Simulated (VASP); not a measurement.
GaN: geometry relaxation (part 8 of 8)

GaN (slab, 20 atoms in the cell); Kohn-Sham DFT of a periodic cell, LDA, VASP PAW LDA potentials, recommended, no spin polarisation (VASP 6.6.1); cutoff 520 eV, 8×5×1 k-mesh, Gaussian smearing of 0.03 eV. The structure derives from an entry of the Crystallography Open Database.

Geometry of the input (Å; fractional positions):
```
3.1568  0.0000  0.0000
0.0000  5.1479  0.0000
0.0000  0.0000  26.8467
Ga 1.0000  0.0007  0.2794
Ga 0.5000  0.5007  0.3133
Ga 0.5000  0.0007  0.3812
Ga 0.0000  0.5007  0.4151
Ga 1.0000  0.0007  0.4830
Ga 0.5000  0.5007  0.5170
Ga 0.5000  0.0007  0.5849
Ga 0.0000  0.5007  0.6188
Ga 0.0000  0.0007  0.6867
Ga 0.5000  0.5007  0.7206
N  1.0000  0.6243  0.2794
N  0.5000  0.1243  0.3133
N  0.5000  0.6243  0.3812
N  0.0000  0.1243  0.4151
N  1.0000  0.6243  0.4830
N  0.5000  0.1243  0.5170
N  0.5000  0.6243  0.5849
N  0.0000  0.1243  0.6188
N  0.0000  0.6243  0.6867
N  0.5000  0.1243  0.7206
```

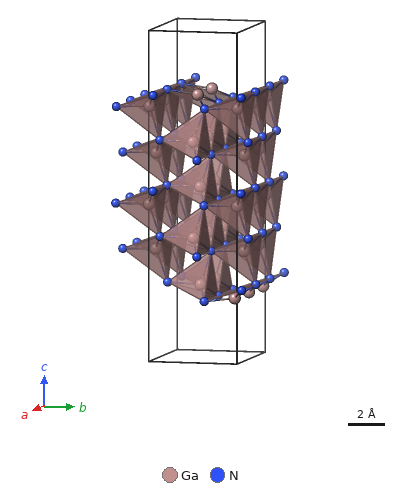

Fig. 1: The geometry at step 19 of the log (polyhedral view of the 2 × 1 repeat of the cell, with the vacuum cut short, seen slightly off an axis; polyhedra are completed across the faces of the cell).

Trajectory as extended XYZ, continued
```
20
Lattice="3.1568 0.0000 0.0000 0.0000 5.1479 0.0000 0.0000 0.0000 26.8467" Properties=species:S:1:pos:R:3:forces:R:3 step=13 energy=-135.52776
Ga    3.1568    5.0201    7.7497    0.0000   0.0061   0.0441
Ga    1.5784    2.6164    8.3023    0.0000   0.0077   0.0146
Ga    1.5784    5.1414   10.2665    0.0000   0.0282  -0.0177
Ga    0.0000    2.5956   11.1189    0.0000   0.0018   0.0412
Ga    3.1568    0.0036   12.9730    0.0000   0.0053   0.0463
Ga    1.5784    2.5776   13.8737    0.0000   0.0053  -0.0463
Ga    1.5784    0.0216   15.7278    0.0000   0.0018  -0.0412
Ga    0.0000    2.5674   16.5802    0.0000   0.0282   0.0177
Ga    0.0000    0.0424   18.5444    0.0000   0.0077  -0.0146
Ga    1.5784    2.4461   19.0970    0.0000   0.0061  -0.0441
N     3.1568    3.2380    7.5127    0.0000  -0.0309   0.0326
N     1.5784    0.6860    8.3848    0.0000  -0.0176  -0.0089
N     1.5784    3.2170   10.2221    0.0000  -0.0045  -0.0157
N     0.0000    0.6527   11.1379    0.0000  -0.0350   0.0222
N     3.1568    3.2124   12.9654    0.0000   0.0387   0.0099
N     1.5784    0.6385   13.8813    0.0000   0.0387  -0.0099
N     1.5784    3.2267   15.7088    0.0000  -0.0350  -0.0222
N     0.0000    0.6430   16.6246    0.0000  -0.0045   0.0157
N     0.0000    3.2599   18.4619    0.0000  -0.0176   0.0089
N     1.5784    0.6640   19.3340    0.0000  -0.0309  -0.0326
20
Lattice="3.1568 0.0000 0.0000 0.0000 5.1479 0.0000 0.0000 0.0000 26.8467" Properties=species:S:1:pos:R:3:forces:R:3 step=14 energy=-135.52803
Ga    3.1568    5.0184    7.7516    0.0000   0.0433   0.0518
Ga    1.5784    2.6156    8.3022    0.0000   0.0112   0.0219
Ga    1.5784    5.1417   10.2692    0.0000   0.0317  -0.0199
Ga    0.0000    2.5963   11.1195    0.0000  -0.0087   0.0289
Ga    3.1568    0.0037   12.9761    0.0000   0.0107   0.0187
Ga    1.5784    2.5777   13.8706    0.0000   0.0107  -0.0187
Ga    1.5784    0.0224   15.7272    0.0000  -0.0087  -0.0289
Ga    0.0000    2.5678   16.5775    0.0000   0.0317   0.0199
Ga    0.0000    0.0416   18.5445    0.0000   0.0112  -0.0219
Ga    1.5784    2.4444   19.0951    0.0000   0.0433  -0.0518
N     3.1568    3.2380    7.5124    0.0000  -0.0623   0.0360
N     1.5784    0.6855    8.3869    0.0000  -0.0216  -0.0133
N     1.5784    3.2172   10.2230    0.0000  -0.0031  -0.0300
N     0.0000    0.6533   11.1413    0.0000  -0.0361   0.0047
N     3.1568    3.2134   12.9645    0.0000   0.0349   0.0166
N     1.5784    0.6395   13.8822    0.0000   0.0349  -0.0166
N     1.5784    3.2272   15.7054    0.0000  -0.0361  -0.0047
N     0.0000    0.6433   16.6237    0.0000  -0.0031   0.0300
N     0.0000    3.2594   18.4598    0.0000  -0.0216   0.0133
N     1.5784    0.6640   19.3343    0.0000  -0.0623  -0.0360
20
Lattice="3.1568 0.0000 0.0000 0.0000 5.1479 0.0000 0.0000 0.0000 26.8467" Properties=species:S:1:pos:R:3:forces:R:3 step=15 energy=-135.52865
Ga    3.1568    5.0192    7.7569    0.0000  -0.0896  -0.0009
Ga    1.5784    2.6154    8.3034    0.0000  -0.0078   0.0261
Ga    1.5784    5.1441   10.2710    0.0000  -0.0134  -0.0054
Ga    0.0000    2.5967   11.1219    0.0000  -0.0023  -0.0280
Ga    3.1568    0.0045   12.9807    0.0000   0.0222  -0.0337
Ga    1.5784    2.5785   13.8660    0.0000   0.0222   0.0337
Ga    1.5784    0.0227   15.7248    0.0000  -0.0023   0.0280
Ga    0.0000    2.5701   16.5757    0.0000  -0.0134   0.0054
Ga    0.0000    0.0415   18.5433    0.0000  -0.0078  -0.0261
Ga    1.5784    2.4452   19.0898    0.0000  -0.0896   0.0009
N     3.1568    3.2341    7.5142    0.0000   0.0554   0.0297
N     1.5784    0.6835    8.3883    0.0000   0.0214   0.0165
N     1.5784    3.2173   10.2222    0.0000  -0.0013   0.0204
N     0.0000    0.6517   11.1454    0.0000   0.0084  -0.0070
N     3.1568    3.2167   12.9646    0.0000   0.0070   0.0151
N     1.5784    0.6427   13.8821    0.0000   0.0070  -0.0151
N     1.5784    3.2256   15.7013    0.0000   0.0084   0.0070
N     0.0000    0.6433   16.6245    0.0000  -0.0013  -0.0204
N     0.0000    3.2575   18.4584    0.0000   0.0214  -0.0165
N     1.5784    0.6601   19.3325    0.0000   0.0554  -0.0297
20
Lattice="3.1568 0.0000 0.0000 0.0000 5.1479 0.0000 0.0000 0.0000 26.8467" Properties=species:S:1:pos:R:3:forces:R:3 step=16 energy=-135.52880
Ga    3.1568    5.0189    7.7553    0.0000  -0.0496   0.0173
Ga    1.5784    2.6155    8.3030    0.0000  -0.0023   0.0255
Ga    1.5784    5.1434   10.2704    0.0000   0.0010  -0.0089
Ga    0.0000    2.5966   11.1212    0.0000  -0.0039  -0.0099
Ga    3.1568    0.0043   12.9793    0.0000   0.0189  -0.0160
Ga    1.5784    2.5782   13.8674    0.0000   0.0189   0.0160
Ga    1.5784    0.0226   15.7255    0.0000  -0.0039   0.0099
Ga    0.0000    2.5694   16.5763    0.0000   0.0010   0.0089
Ga    0.0000    0.0415   18.5437    0.0000  -0.0023  -0.0255
Ga    1.5784    2.4450   19.0914    0.0000  -0.0496  -0.0173
N     3.1568    3.2352    7.5136    0.0000   0.0184   0.0326
N     1.5784    0.6841    8.3879    0.0000   0.0081   0.0082
N     1.5784    3.2173   10.2224    0.0000  -0.0017   0.0052
N     0.0000    0.6521   11.1442    0.0000  -0.0057  -0.0013
N     3.1568    3.2157   12.9646    0.0000   0.0168   0.0159
N     1.5784    0.6418   13.8821    0.0000   0.0168  -0.0159
N     1.5784    3.2261   15.7025    0.0000  -0.0057   0.0013
N     0.0000    0.6433   16.6243    0.0000  -0.0017  -0.0052
N     0.0000    3.2581   18.4588    0.0000   0.0081  -0.0082
N     1.5784    0.6613   19.3331    0.0000   0.0184  -0.0326
20
Lattice="3.1568 0.0000 0.0000 0.0000 5.1479 0.0000 0.0000 0.0000 26.8467" Properties=species:S:1:pos:R:3:forces:R:3 step=17 energy=-135.52924
Ga    3.1568    5.0163    7.7582    0.0000   0.0064   0.0119
Ga    1.5784    2.6153    8.3049    0.0000  -0.0184   0.0174
Ga    1.5784    5.1443   10.2706    0.0000  -0.0134   0.0044
Ga    0.0000    2.5965   11.1215    0.0000   0.0016   0.0021
Ga    3.1568    0.0056   12.9800    0.0000   0.0156  -0.0167
Ga    1.5784    2.5796   13.8667    0.0000   0.0156   0.0167
Ga    1.5784    0.0225   15.7252    0.0000   0.0016  -0.0021
Ga    0.0000    2.5703   16.5761    0.0000  -0.0134  -0.0044
Ga    0.0000    0.0413   18.5418    0.0000  -0.0184  -0.0174
Ga    1.5784    2.4424   19.0885    0.0000   0.0064  -0.0119
N     3.1568    3.2349    7.5162    0.0000  -0.0142   0.0191
N     1.5784    0.6839    8.3888    0.0000   0.0017   0.0053
N     1.5784    3.2172   10.2224    0.0000   0.0021   0.0197
N     0.0000    0.6512   11.1456    0.0000   0.0185  -0.0221
N     3.1568    3.2179   12.9655    0.0000   0.0000  -0.0078
N     1.5784    0.6439   13.8812    0.0000   0.0000   0.0078
N     1.5784    3.2252   15.7011    0.0000   0.0185   0.0221
N     0.0000    0.6432   16.6243    0.0000   0.0021  -0.0197
N     0.0000    3.2579   18.4579    0.0000   0.0017  -0.0053
N     1.5784    0.6610   19.3305    0.0000  -0.0142  -0.0191
20
Lattice="3.1568 0.0000 0.0000 0.0000 5.1479 0.0000 0.0000 0.0000 26.8467" Properties=species:S:1:pos:R:3:forces:R:3 step=18 energy=-135.52925
Ga    3.1568    5.0159    7.7587    0.0000   0.0193   0.0090
Ga    1.5784    2.6152    8.3053    0.0000  -0.0206   0.0141
Ga    1.5784    5.1444   10.2706    0.0000  -0.0177   0.0066
Ga    0.0000    2.5964   11.1215    0.0000   0.0032   0.0033
Ga    3.1568    0.0059   12.9802    0.0000   0.0117  -0.0187
Ga    1.5784    2.5798   13.8665    0.0000   0.0117   0.0187
Ga    1.5784    0.0225   15.7252    0.0000   0.0032  -0.0033
Ga    0.0000    2.5704   16.5761    0.0000  -0.0177  -0.0066
Ga    0.0000    0.0413   18.5414    0.0000  -0.0206  -0.0141
Ga    1.5784    2.4419   19.0880    0.0000   0.0193  -0.0090
N     3.1568    3.2349    7.5166    0.0000  -0.0202   0.0182
N     1.5784    0.6839    8.3890    0.0000   0.0009   0.0053
N     1.5784    3.2172   10.2224    0.0000   0.0030   0.0218
N     0.0000    0.6511   11.1458    0.0000   0.0213  -0.0240
N     3.1568    3.2182   12.9657    0.0000  -0.0010  -0.0105
N     1.5784    0.6443   13.8810    0.0000  -0.0010   0.0105
N     1.5784    3.2250   15.7009    0.0000   0.0213   0.0240
N     0.0000    0.6432   16.6243    0.0000   0.0030  -0.0218
N     0.0000    3.2578   18.4577    0.0000   0.0009  -0.0053
N     1.5784    0.6609   19.3301    0.0000  -0.0202  -0.0182
20
Lattice="3.1568 0.0000 0.0000 0.0000 5.1479 0.0000 0.0000 0.0000 26.8467" Properties=species:S:1:pos:R:3:forces:R:3 step=19 energy=-135.52968
Ga    3.1568    5.0153    7.7612    0.0000  -0.0039  -0.0011
Ga    1.5784    2.6139    8.3074    0.0000  -0.0055   0.0104
Ga    1.5784    5.1440   10.2711    0.0000  -0.0099   0.0109
Ga    0.0000    2.5965   11.1219    0.0000   0.0070   0.0127
Ga    3.1568    0.0075   12.9795    0.0000   0.0097  -0.0060
Ga    1.5784    2.5815   13.8672    0.0000   0.0097   0.0060
Ga    1.5784    0.0226   15.7248    0.0000   0.0070  -0.0127
Ga    0.0000    2.5700   16.5756    0.0000  -0.0099  -0.0109
Ga    0.0000    0.0399   18.5393    0.0000  -0.0055  -0.0104
Ga    1.5784    2.4413   19.0855    0.0000  -0.0039   0.0011
N     3.1568    3.2335    7.5195    0.0000   0.0032   0.0134
N     1.5784    0.6838    8.3900    0.0000  -0.0145   0.0077
N     1.5784    3.2173   10.2237    0.0000   0.0010   0.0186
N     0.0000    0.6518   11.1453    0.0000   0.0172  -0.0226
N     3.1568    3.2196   12.9657    0.0000  -0.0042  -0.0061
N     1.5784    0.6457   13.8810    0.0000  -0.0042   0.0061
N     1.5784    3.2257   15.7014    0.0000   0.0172   0.0226
N     0.0000    0.6434   16.6230    0.0000   0.0010  -0.0186
N     0.0000    3.2577   18.4567    0.0000  -0.0145  -0.0077
N     1.5784    0.6595   19.3272    0.0000   0.0032  -0.0134
20
Lattice="3.1568 0.0000 0.0000 0.0000 5.1479 0.0000 0.0000 0.0000 26.8467" Properties=species:S:1:pos:R:3:forces:R:3 step=20 energy=-135.52984
Ga    3.1568    5.0149    7.7628    0.0000  -0.0161  -0.0089
Ga    1.5784    2.6130    8.3088    0.0000   0.0036   0.0073
Ga    1.5784    5.1437   10.2713    0.0000  -0.0063   0.0135
Ga    0.0000    2.5966   11.1222    0.0000   0.0098   0.0182
Ga    3.1568    0.0086   12.9791    0.0000   0.0070   0.0006
Ga    1.5784    2.5825   13.8676    0.0000   0.0070  -0.0006
Ga    1.5784    0.0227   15.7245    0.0000   0.0098  -0.0182
Ga    0.0000    2.5697   16.5754    0.0000  -0.0063  -0.0135
Ga    0.0000    0.0391   18.5379    0.0000   0.0036  -0.0073
Ga    1.5784    2.4409   19.0839    0.0000  -0.0161   0.0089
N     3.1568    3.2326    7.5212    0.0000   0.0176   0.0107
N     1.5784    0.6837    8.3906    0.0000  -0.0242   0.0094
N     1.5784    3.2174   10.2246    0.0000  -0.0001   0.0168
N     0.0000    0.6522   11.1450    0.0000   0.0143  -0.0214
N     3.1568    3.2205   12.9657    0.0000  -0.0056  -0.0030
N     1.5784    0.6465   13.8810    0.0000  -0.0056   0.0030
N     1.5784    3.2261   15.7017    0.0000   0.0143   0.0214
N     0.0000    0.6434   16.6221    0.0000  -0.0001  -0.0168
N     0.0000    3.2577   18.4561    0.0000  -0.0242  -0.0094
N     1.5784    0.6586   19.3255    0.0000   0.0176  -0.0107
20
Lattice="3.1568 0.0000 0.0000 0.0000 5.1479 0.0000 0.0000 0.0000 26.8467" Properties=species:S:1:pos:R:3:forces:R:3 step=21 energy=-135.52989
Ga    3.1568    5.0141    7.7660    0.0000  -0.0405  -0.0242
Ga    1.5784    2.6113    8.3115    0.0000   0.0221   0.0009
Ga    1.5784    5.1431   10.2719    0.0000   0.0009   0.0186
Ga    0.0000    2.5968   11.1227    0.0000   0.0155   0.0290
Ga    3.1568    0.0106   12.9783    0.0000   0.0014   0.0140
Ga    1.5784    2.5846   13.8684    0.0000   0.0014  -0.0140
Ga    1.5784    0.0228   15.7240    0.0000   0.0155  -0.0290
Ga    0.0000    2.5691   16.5748    0.0000   0.0009  -0.0186
Ga    0.0000    0.0374   18.5352    0.0000   0.0221  -0.0009
Ga    1.5784    2.4401   19.0807    0.0000  -0.0405   0.0242
N     3.1568    3.2308    7.5248    0.0000   0.0457   0.0067
N     1.5784    0.6836    8.3919    0.0000  -0.0433   0.0130
N     1.5784    3.2176   10.2262    0.0000  -0.0022   0.0133
N     0.0000    0.6530   11.1443    0.0000   0.0086  -0.0189
N     3.1568    3.2223   12.9658    0.0000  -0.0082   0.0033
N     1.5784    0.6483   13.8809    0.0000  -0.0082  -0.0033
N     1.5784    3.2270   15.7024    0.0000   0.0086   0.0189
N     0.0000    0.6436   16.6205    0.0000  -0.0022  -0.0133
N     0.0000    3.2576   18.4548    0.0000  -0.0433  -0.0130
N     1.5784    0.6568   19.3219    0.0000   0.0457  -0.0067
20
Lattice="3.1568 0.0000 0.0000 0.0000 5.1479 0.0000 0.0000 0.0000 26.8467" Properties=species:S:1:pos:R:3:forces:R:3 step=22 energy=-135.52991
Ga    3.1568    5.0144    7.7646    0.0000  -0.0303  -0.0168
Ga    1.5784    2.6120    8.3103    0.0000   0.0134   0.0048
Ga    1.5784    5.1433   10.2717    0.0000  -0.0024   0.0168
Ga    0.0000    2.5967   11.1225    0.0000   0.0132   0.0249
Ga    3.1568    0.0097   12.9786    0.0000   0.0050   0.0078
Ga    1.5784    2.5837   13.8681    0.0000   0.0050  -0.0078
Ga    1.5784    0.0227   15.7242    0.0000   0.0132  -0.0249
Ga    0.0000    2.5694   16.5750    0.0000  -0.0024  -0.0168
Ga    0.0000    0.0381   18.5364    0.0000   0.0134  -0.0048
Ga    1.5784    2.4404   19.0821    0.0000  -0.0303   0.0168
N     3.1568    3.2316    7.5233    0.0000   0.0330   0.0096
N     1.5784    0.6836    8.3914    0.0000  -0.0349   0.0121
N     1.5784    3.2175   10.2255    0.0000  -0.0014   0.0152
N     0.0000    0.6526   11.1446    0.0000   0.0112  -0.0200
N     3.1568    3.2215   12.9658    0.0000  -0.0069   0.0005
N     1.5784    0.6476   13.8809    0.0000  -0.0069  -0.0005
N     1.5784    3.2266   15.7021    0.0000   0.0112   0.0200
N     0.0000    0.6435   16.6212    0.0000  -0.0014  -0.0152
N     0.0000    3.2576   18.4553    0.0000  -0.0349  -0.0121
N     1.5784    0.6576   19.3234    0.0000   0.0330  -0.0096
20
Lattice="3.1568 0.0000 0.0000 0.0000 5.1479 0.0000 0.0000 0.0000 26.8467" Properties=species:S:1:pos:R:3:forces:R:3 step=23 energy=-135.53015
Ga    3.1568    5.0131    7.7658    0.0000   0.0005  -0.0135
Ga    1.5784    2.6115    8.3119    0.0000   0.0046   0.0018
Ga    1.5784    5.1430   10.2725    0.0000   0.0028   0.0088
Ga    0.0000    2.5972   11.1234    0.0000   0.0095   0.0154
Ga    3.1568    0.0110   12.9784    0.0000   0.0005   0.0022
Ga    1.5784    2.5849   13.8683    0.0000   0.0005  -0.0022
Ga    1.5784    0.0232   15.7233    0.0000   0.0095  -0.0154
Ga    0.0000    2.5690   16.5742    0.0000   0.0028  -0.0088
Ga    0.0000    0.0376   18.5348    0.0000   0.0046  -0.0018
Ga    1.5784    2.4392   19.0809    0.0000   0.0005   0.0135
N     3.1568    3.2315    7.5254    0.0000   0.0052   0.0028
N     1.5784    0.6826    8.3924    0.0000  -0.0240   0.0064
N     1.5784    3.2175   10.2268    0.0000  -0.0019   0.0118
N     0.0000    0.6534   11.1437    0.0000   0.0044   0.0018
N     3.1568    3.2223   12.9658    0.0000  -0.0016   0.0102
N     1.5784    0.6483   13.8809    0.0000  -0.0016  -0.0102
N     1.5784    3.2274   15.7030    0.0000   0.0044  -0.0018
N     0.0000    0.6436   16.6199    0.0000  -0.0019  -0.0118
N     0.0000    3.2566   18.4543    0.0000  -0.0240  -0.0064
N     1.5784    0.6576   19.3213    0.0000   0.0052  -0.0028
20
Lattice="3.1568 0.0000 0.0000 0.0000 5.1479 0.0000 0.0000 0.0000 26.8467" Properties=species:S:1:pos:R:3:forces:R:3 step=24 energy=-135.53020
Ga    3.1568    5.0124    7.7665    0.0000   0.0172  -0.0115
Ga    1.5784    2.6112    8.3127    0.0000  -0.0005   0.0012
Ga    1.5784    5.1428   10.2729    0.0000   0.0055   0.0047
Ga    0.0000    2.5974   11.1239    0.0000   0.0076   0.0102
Ga    3.1568    0.0116   12.9783    0.0000  -0.0016  -0.0010
Ga    1.5784    2.5856   13.8684    0.0000  -0.0016   0.0010
Ga    1.5784    0.0234   15.7228    0.0000   0.0076  -0.0102
Ga    0.0000    2.5688   16.5738    0.0000   0.0055  -0.0047
Ga    0.0000    0.0373   18.5340    0.0000  -0.0005  -0.0012
Ga    1.5784    2.4385   19.0802    0.0000   0.0172   0.0115
N     3.1568    3.2315    7.5266    0.0000  -0.0104  -0.0008
N     1.5784    0.6820    8.3929    0.0000  -0.0185   0.0041
N     1.5784    3.2176   10.2275    0.0000  -0.0021   0.0107
N     0.0000    0.6538   11.1432    0.0000   0.0013   0.0130
N     3.1568    3.2227   12.9658    0.0000   0.0017   0.0154
N     1.5784    0.6487   13.8809    0.0000   0.0017  -0.0154
N     1.5784    3.2278   15.7035    0.0000   0.0013  -0.0130
N     0.0000    0.6436   16.6192    0.0000  -0.0021  -0.0107
N     0.0000    3.2560   18.4538    0.0000  -0.0185  -0.0041
N     1.5784    0.6576   19.3201    0.0000  -0.0104   0.0008
20
Lattice="3.1568 0.0000 0.0000 0.0000 5.1479 0.0000 0.0000 0.0000 26.8467" Properties=species:S:1:pos:R:3:forces:R:3 step=25 energy=-135.53029
Ga    3.1568    5.0127    7.7664    0.0000   0.0007  -0.0105
Ga    1.5784    2.6111    8.3131    0.0000  -0.0024   0.0011
Ga    1.5784    5.1429   10.2732    0.0000   0.0035   0.0030
Ga    0.0000    2.5977   11.1245    0.0000   0.0026   0.0065
Ga    3.1568    0.0119   12.9782    0.0000  -0.0038  -0.0002
Ga    1.5784    2.5858   13.8684    0.0000  -0.0038   0.0002
Ga    1.5784    0.0238   15.7222    0.0000   0.0026  -0.0065
Ga    0.0000    2.5689   16.5735    0.0000   0.0035  -0.0030
Ga    0.0000    0.0371   18.5336    0.0000  -0.0024  -0.0011
Ga    1.5784    2.4387   19.0803    0.0000   0.0007   0.0105
N     3.1568    3.2312    7.5271    0.0000  -0.0040   0.0005
N     1.5784    0.6812    8.3933    0.0000  -0.0043   0.0040
N     1.5784    3.2175   10.2281    0.0000   0.0005   0.0087
N     0.0000    0.6540   11.1434    0.0000   0.0027   0.0103
N     3.1568    3.2229   12.9663    0.0000   0.0046   0.0133
N     1.5784    0.6489   13.8804    0.0000   0.0046  -0.0133
N     1.5784    3.2280   15.7033    0.0000   0.0027  -0.0103
N     0.0000    0.6436   16.6185    0.0000   0.0005  -0.0087
N     0.0000    3.2552   18.4534    0.0000  -0.0043  -0.0040
N     1.5784    0.6573   19.3196    0.0000  -0.0040  -0.0005
```
